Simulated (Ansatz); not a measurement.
# CH3AlF2 (SMILES [CH3][Al]([F])[F]) at PBE0/def2-SVPD

Aim: the electronic atomisation energy of CH3AlF2 at PBE0/def2-SVPD, from 5 runs. 

The results are computed with Ansatz 0.2.0.

46 further runs of the same task are left out: 46 set aside as unsound or not needed.

### 1 Starting point

CH3AlF2: 7 atoms, total charge 0, spin state singlet. SMILES: `[CH3][Al]([F])[F]`. The shape is that of a PBE0-D4/def2-TZVP optimisation.

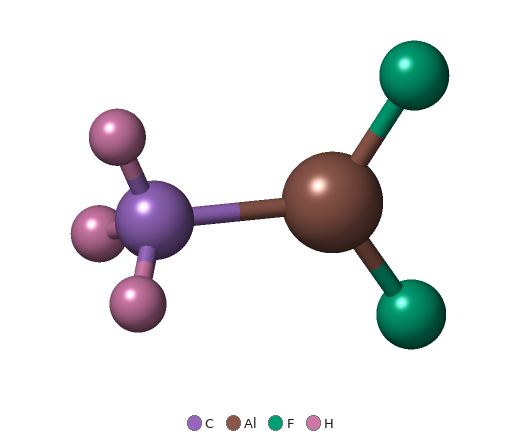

The structure, seen from a chosen angle (carbon purple, aluminium brown, fluorine teal, hydrogen pink).

### 2 A single-point energy at PBE0/def2-SVPD

job.yaml

```yaml
crystal:
  periodic: [false, false, false]
  atoms:
    - {symbol: C, position_ang: [-0.253600, 0.825900, -0.238700]}
    - {symbol: Al, position_ang: [0.293100, -0.956200, 0.245500]}
    - {symbol: F, position_ang: [1.513200, -1.219500, 1.315500]}
    - {symbol: F, position_ang: [-0.423400, -2.297600, -0.378600]}
    - {symbol: H, position_ang: [-1.075800, 0.816000, -0.956100]}
    - {symbol: H, position_ang: [-0.573400, 1.384500, 0.645100]}
    - {symbol: H, position_ang: [0.581100, 1.378900, -0.678200]}
basis:
  gaussian:
    orbitals: def2-SVPD
hamiltonian:
  xc: pbe0
accuracy: high
output: {orbitals: {seedname: orbitals}}
```

Run with:

```bash
$ ansatz run job.yaml --threads 1 --pin off --max-ram 3480MiB --events-out events.jsonl --progress --plain --runs-dir runs
```

Log:

```text
Warning: RAYON_NUM_THREADS=1 ignored (pool sized by the plan → 1); use --threads N
Functional definition: PBE0
  name "PBE0"
  parameter a = 0.25
  parameter kappa = 0.804
  parameter beta = 0.06672455060314922
  exchange = (1 - a)*pbe_x(kappa = kappa, mu = beta*pi^2/3) + a*exact_x
  correlation = pbe_c(beta = beta)
2236 factors; integrals over basis functions are off by at most 3.2e-9 eV
mean field evaluation 1: about -13096.9096 eV, gradient 6.4e1 eV
mean field evaluation 2: about -13090.4337 eV, gradient 9.0e1 eV
mean field evaluation 4: about -13104.6278 eV, gradient 2.4e0 eV
mean field evaluation 8: about -13104.7255 eV, gradient 1.4e-1 eV
mean field evaluation 16: about -13104.7255 eV, gradient 9.7e-6 eV
mean field -13104.72552331 eV, -481.5897802796 hartree, gradient 6.0e-8 eV, S^2 0.000000; 0 other end points of the search recorded, 0 dependent functions left out
reference -13104.72552693 eV, -481.5897804129 hartree; 20, 20 occupied and 94, 94 virtual orbitals, 2236 factors
Total energy: -13104.72552693 eV, -481.5897804129 hartree
```

Run time: 9.6 s. Hardware: 1 thread of Arm Neoverse V1, shared host; peak memory 0.39 GiB.

### 3 The Al atom at the same level

input.yaml

```yaml
crystal:
  periodic: [false, false, false]
  atoms:
    - {symbol: Al, position_ang: [0.000000, 0.000000, 0.000000]}
basis:
  gaussian:
    orbitals: def2-SVPD
magnetization:
  spin_polarized: true
  initial_magnetization: 1
hamiltonian:
  xc: pbe0
accuracy: high
```

Run with:

```bash
$ ansatz run input.yaml --threads 1 --pin off --max-ram 3480MiB --events-out events.jsonl --progress --plain --runs-dir runs
```

Log:

```text
Warning: RAYON_NUM_THREADS=1 ignored (pool sized by the plan → 1); use --threads N
[... 7 set-up lines as earlier in the session ...]
202 factors; integrals over basis functions are off by at most 1.9e-9 eV
mean field evaluation 1: about -6589.6071 eV, gradient 1.5e0 eV
mean field evaluation 2: about -6589.6478 eV, gradient 3.8e-1 eV
mean field evaluation 4: about -6589.6507 eV, gradient 3.5e-2 eV
mean field evaluation 8: about -6589.6507 eV, gradient 3.9e-5 eV
mean field evaluation 16: about -6589.6507 eV, gradient 1.0e-6 eV
mean field -6589.65066868 eV, -242.1651954482 hartree, gradient 6.2e-9 eV, S^2 0.756178; 0 other end points of the search recorded, 0 dependent functions left out
reference -6589.65067036 eV, -242.1651955101 hartree; 7, 6 occupied and 17, 18 virtual orbitals, 202 factors
Total energy: -6589.65067036 eV, -242.1651955101 hartree
```

Run time: 0.89 s. Hardware: 1 thread of Arm Neoverse V1, shared host; peak memory 0.092 GiB.

### 4 The C atom, same level

in.yaml

```yaml
crystal:
  periodic: [false, false, false]
  atoms:
    - symbol: C
      position_ang: [0.000000, 0.000000, 0.000000]
basis:
  gaussian: {orbitals: def2-SVPD}
magnetization: {spin_polarized: true, initial_magnetization: 2}
hamiltonian: {xc: {name: PBE0}}
accuracy: high
```

Run the same way, it converges to -37.76146 Eh (log not shown).

### 5 The F atom, same level

in.yaml

```yaml
crystal:
  periodic: [false, false, false]
  atoms:
    - {symbol: F, position_ang: [0.000000, 0.000000, 0.000000]}
basis:
  gaussian:
    orbitals: def2-SVPD
magnetization:
  spin_polarized: true
  initial_magnetization: 1
hamiltonian:
  xc: pbe0
accuracy: high
```

Run the same way, it converges to -99.55958 Eh (log not shown).

### 6 The H atom at the same level

molecule.yaml

```yaml
basis:
  gaussian: {orbitals: def2-SVPD}
crystal:
  periodic: [false, false, false]
  atoms:
    - {symbol: H, position_ang: [0.000000, 0.000000, 0.000000]}
magnetization: {spin_polarized: true, initial_magnetization: 1}
hamiltonian: {xc: pbe0}
accuracy: high
```

Run the same way, it converges to -0.50029 Eh (log not shown).

### 7 Results

Level: PBE0/def2-SVPD.

| quantity | value |
| --- | --- |
| molecule: total energy | -481.58978 Eh |
| molecule: HOMO energy | -9.42 eV |
| molecule: LUMO energy | -0.81 eV |
| molecule: HOMO–LUMO gap | 8.61 eV |
| Al atom: total energy | -242.16520 Eh |
| Al atom: ⟨S²⟩ | 0.756 |
| C atom: total energy | -37.76146 Eh |
| C atom: ⟨S²⟩ | 2.004 |
| F atom: total energy | -99.55958 Eh |
| F atom: ⟨S²⟩ | 0.752 |
| H atom: total energy | -0.50029 Eh |
| H atom: ⟨S²⟩ | 0.750 |
| electronic atomisation energy | 28.384 eV |

**Reading.** Taking the molecule apart into free atoms costs 28.38 eV (2739 kJ/mol), before zero-point energy and without spin-orbit coupling.
